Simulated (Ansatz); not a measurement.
# C2H6BCl: rigid scan of one bond length from a Python script

How does the energy of C2H6BCl change as one bond is stretched? Wanted for C2H6BCl: a rigid scan of one bond length.

Program: Ansatz 0.2.0 through its Python package. Level of theory: Hartree-Fock/cc-pVDZ. These are calculated values, not measurements.

## 1. The structure

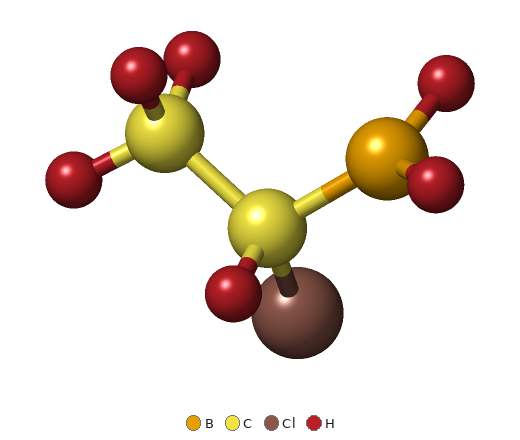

The structure that the script starts from, seen from a chosen angle (boron amber, carbon yellow, chlorine brown, hydrogen red).

The script holds or builds the structure itself.

## 2. The code

scan_c2h6bcl.py

```python
import ansatz as az
import numpy as np

geometry_ang = [
    ("B", (-0.5116, 1.2491, -0.3438)),
    ("C", (-0.2152, -0.2564, -0.5)),
    ("C", (0.6671, -0.7148, 0.6205)),
    ("Cl", (-1.6505, -1.1835, -0.4906)),
    ("H", (-0.2544, 2.0442, -1.2275)),
    ("H", (-1.122, 1.7064, 0.6041)),
    ("H", (0.3274, -0.4149, -1.4669)),
    ("H", (0.9771, -1.7764, 0.4997)),
    ("H", (0.2092, -0.5603, 1.6624)),
    ("H", (1.656, -0.1446, 0.6452)),
]
system = az.Crystal.molecule()
for symbol, xyz in geometry_ang:
    system = system.atom(symbol, xyz)

symbols = [site.symbol for site in system.cartesian_sites]
start = np.array([site.position_ang for site in system.cartesian_sites])
axis = (start[4] - start[0]) / np.linalg.norm(start[4] - start[0])
moving = [4]
lengths, energies = [1.07, 1.119, 1.168, 1.216, 1.265, 1.314, 1.362, 1.435], []
for length in lengths:
    xyz = start.copy()
    xyz[moving] += (length - np.linalg.norm(start[4] - start[0])) * axis
    point = az.Crystal.molecule()
    for symbol, place in zip(symbols, xyz):
        point = point.atom(symbol, place.tolist())
    calc = (
        point.calculation()
        .basis(gaussian="cc-pVDZ")
        .functional("HF")
    )
    data = calc.run(threads=1, pin="off").report
    energies.append(data["free_energy_ev"])
    print(f"r = {length:6.3f} A  E = {energies[-1]:.5f} eV  <S^2> = {abs(data['mean_field']['state']['spin_squared']):.3f}")

fit = np.polynomial.Polynomial.fit(lengths, np.array(energies) - min(energies), 4).convert()
roots = [r.real for r in fit.deriv().roots() if abs(r.imag) < 1e-9 and fit.deriv(2)(r.real) > 0]
r_e = min(roots, key=lambda r: abs(r - lengths[int(np.argmin(energies))]))
print(f"minimum of the fit at {r_e:.4f} A, force constant {fit.deriv(2)(r_e):.2f} eV/A^2")
```

## 3. What the engine is handed

The engine receives this input (first run):

```yaml
crystal:
  periodic: [false, false, false]
  atoms:
    - { symbol: B, position_ang: [-0.5116, 1.2491, -0.3438] }
    - { symbol: C, position_ang: [-0.2152, -0.2564, -0.5] }
    - { symbol: C, position_ang: [0.6671, -0.7148, 0.6205] }
    - { symbol: Cl, position_ang: [-1.6505, -1.1835, -0.4906] }
    - { symbol: H, position_ang: [-0.2853272479796824, 1.9485924771825605, -1.1212386895814723] }
    - { symbol: H, position_ang: [-1.122, 1.7064, 0.6041] }
    - { symbol: H, position_ang: [0.3274, -0.4149, -1.4669] }
    - { symbol: H, position_ang: [0.9771, -1.7764, 0.4997] }
    - { symbol: H, position_ang: [0.2092, -0.5603, 1.6624] }
    - { symbol: H, position_ang: [1.656, -0.1446, 0.6452] }
basis:
  gaussian:
    orbitals: cc-pVDZ
hamiltonian:
  xc: hf
```

## 4. Running it

The run is started by

```console
$ python scan_c2h6bcl.py
```

What it wrote:

```text
r =  1.070 A  E = -15330.31000 eV  <S^2> = 0.000
r =  1.119 A  E = -15330.48189 eV  <S^2> = 0.000
r =  1.168 A  E = -15330.56439 eV  <S^2> = 0.000
r =  1.216 A  E = -15330.57664 eV  <S^2> = 0.000
r =  1.265 A  E = -15330.53396 eV  <S^2> = 0.000
r =  1.314 A  E = -15330.44751 eV  <S^2> = 0.000
r =  1.362 A  E = -15330.32978 eV  <S^2> = 0.000
r =  1.435 A  E = -15330.10432 eV  <S^2> = 0.000
minimum of the fit at 1.2015 A, force constant 25.04 eV/A^2
```

Wall time 7.8 s (1 thread of Arm Neoverse V1, shared host); peak memory 0.21 GiB.

## 5. Inputs of later runs

The engine's inputs for some of the other runs:

Run 4, against run 1:

```diff
@@ -8 +8 @@
-    - { symbol: H, position_ang: [-0.2853272479796824, 1.9485924771825605, -1.1212386895814723] }
+    - { symbol: H, position_ang: [-0.2544526481713026, 2.04403724509719, -1.2273191089075424] }
```

Run 6, against run 1:

```diff
@@ -8 +8 @@
-    - { symbol: H, position_ang: [-0.2853272479796824, 1.9485924771825605, -1.1212386895814723] }
+    - { symbol: H, position_ang: [-0.2337286017245819, 2.1081029112316676, -1.2985237739346307] }
```

Run 8, against run 1:

```diff
@@ -8 +8 @@
-    - { symbol: H, position_ang: [-0.2853272479796824, 1.9485924771825605, -1.1212386895814723] }
+    - { symbol: H, position_ang: [-0.2081407484587329, 2.187204396969135, -1.3864397378966475] }
```

## 6. The engine's runs

One row for each of the 8 runs:

```csv
run,distance (Å),energy from run 4 (eV),SCF cycles,CPU time (s)
1,1.07,0.2666,12,0.93
2,1.12,0.0948,12,0.93
3,1.17,0.0123,12,0.91
4,1.22,0.0000,12,0.91
5,1.26,0.0427,12,0.9
6,1.31,0.1291,12,0.9
7,1.36,0.2469,12,0.9
8,1.44,0.4723,12,0.9
```

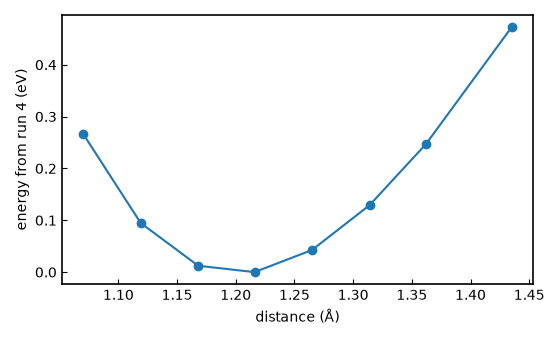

Energy against distance; lines join the points.

## 7. Outcome

| quantity | value |
| --- | --- |
| bond length at the fit's minimum | 1.2015 Å |
| runs compared | 8 |
| range of energy | 0.472 eV |
| lowest point, distance (Å) | 1.22 |

What this shows: The curve has its lowest point inside the range, at 1.22. The ends stand 0.267 and 0.472 eV above it. The distance scanned is the script's pair 0, 4. Notes:
- The rest of the molecule is held rigid at a force-field or estimated start geometry, and the basis set is modest; single-reference methods fail as a bond breaks.
- The orbitals are restricted, so S² is zero by construction.
